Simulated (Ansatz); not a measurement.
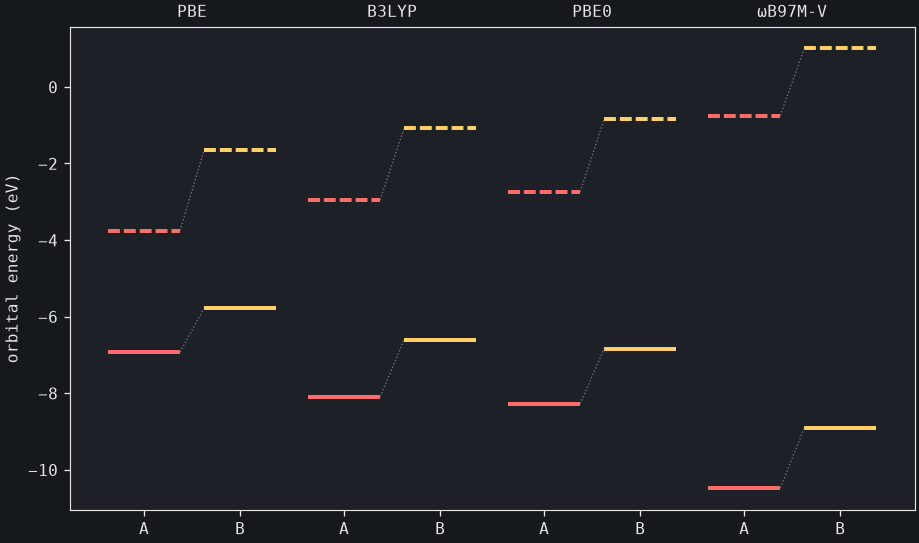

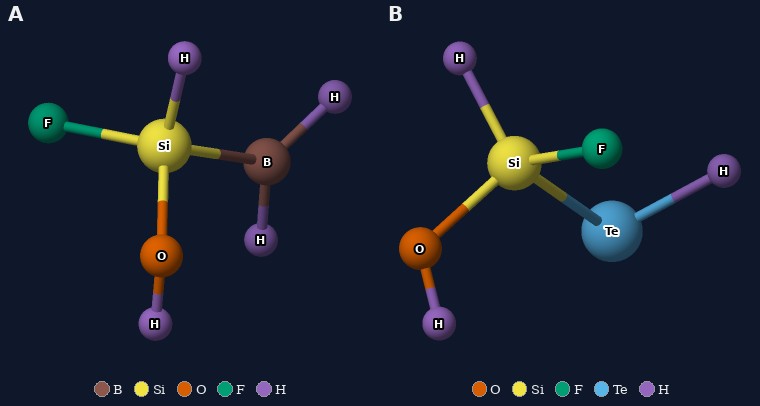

One change: A, BSiH₄OF (SMILES B[Si@H](O)F), becomes B, SiH₃TeOF (SMILES O[Si@@H](F)[TeH]). BH₂ on Si is replaced by TeH. HOMO (solid) and LUMO (dashed) computed in def2-TZVPP at PBE0-D4/def2-TZVP geometries, both minima by their frequencies, gas phase, the Ansatz code 0.2.0. Empty levels above zero depend strongly on the basis.

Q: What does the change do to HOMO and LUMO?

A: PBE: the HOMO rises by 1.15 eV, the LUMO rises by 2.10 eV, and the separation goes from 3.17 to 4.13 eV. B3LYP: the HOMO rises by 1.49 eV, the LUMO rises by 1.88 eV, and the separation goes from 5.14 to 5.53 eV. PBE0: the HOMO rises by 1.45 eV, the LUMO rises by 1.90 eV, and the separation goes from 5.54 to 5.99 eV. ωB97M-V: the HOMO rises by 1.57 eV, the LUMO rises by 1.75 eV, and the separation goes from 9.73 to 9.91 eV.

Q: Do the functionals agree on the effect?

A: They agree on the direction for both levels; the HOMO shift lies between 1.15 and 1.57 eV and the LUMO shift between 1.75 and 2.10 eV, while the separations themselves differ by up to 6.6 eV between functionals.

Note: core potentials past krypton; spin-orbit coupling is left out, and with Te it can shift these values.
